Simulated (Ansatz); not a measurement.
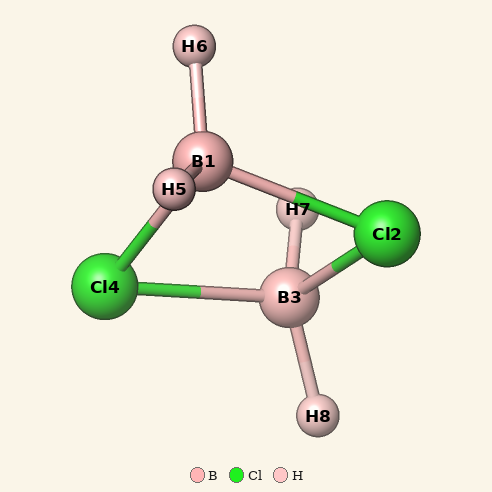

Distant atoms are faded towards the background colour. The geometry was computed by an optimisation with PBE0-D4/def2-TZVP.

### What is the conformation of the ring B1–Cl2–B3–Cl4?

It is puckered (butterfly). The Cremer–Pople amplitude Q is 0.35 Å.

### Give the torsion angles round the ring, beginning with the bond from its second to its third atom.

−21°, 21°, −21°, 21°.
